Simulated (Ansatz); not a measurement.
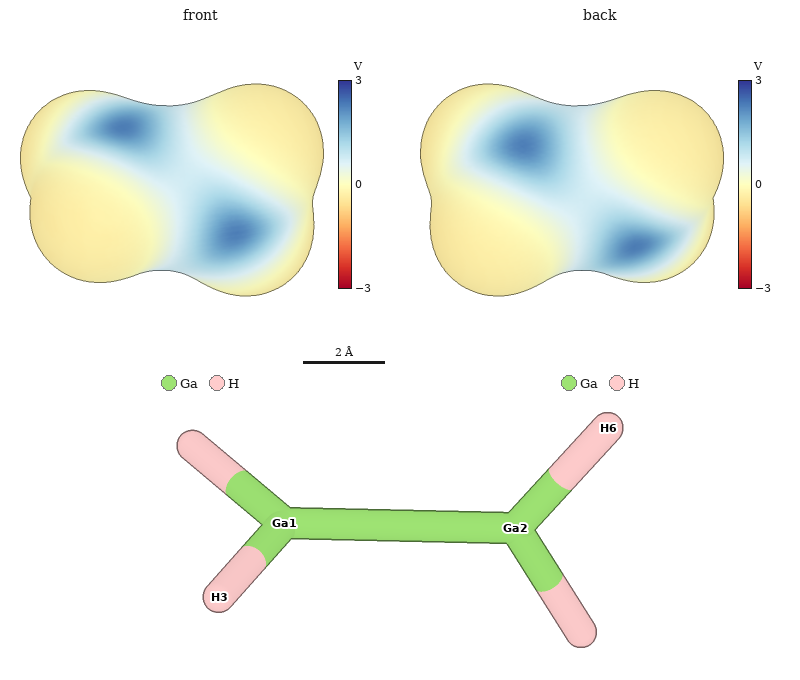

Figure 1: Ga2H4 (SMILES [GaH2][GaH2]). The electrostatic potential painted on the density surface at 0.001 e/bohr³, seen from the front and from behind; red is negative and blue positive. The bare structure is drawn below in the same view.

Geometry: PBE0-D4/def2-TZVP.

These are results of RKS PBE0-D4/def2-TZVPP (Ansatz), not measurements.

Input

```
crystal:
  periodic: [false, false, false]
  atoms:
    - {symbol: Ga, position_ang: [-0.283426, -1.200174, -0.117568]}
    - {symbol: Ga, position_ang: [0.296687, 1.178921, 0.103063]}
    - {symbol: H, position_ang: [0.450964, -2.323104, 0.712732]}
    - {symbol: H, position_ang: [-1.412658, -1.700694, -1.099416]}
    - {symbol: H, position_ang: [1.401266, 1.858157, -0.796077]}
    - {symbol: H, position_ang: [-0.410634, 2.122793, 1.151064]}
basis:
  gaussian: {orbitals: def2-TZVPP}
hamiltonian: {xc: pbe0, dispersion: d4}
output: {orbitals: {seedname: orbitals}}
```

Run with:

```sh
ansatz run in.yaml --threads 2 --pin off --events-out ev --progress --plain --max-ram 4352MiB
```

### Where is the surface potential most negative and most positive?

The most negative region (about −0.4 V) lies over H3, H4, H5 and H6, the most positive (about +2.2 V) over Ga1 and Ga2.
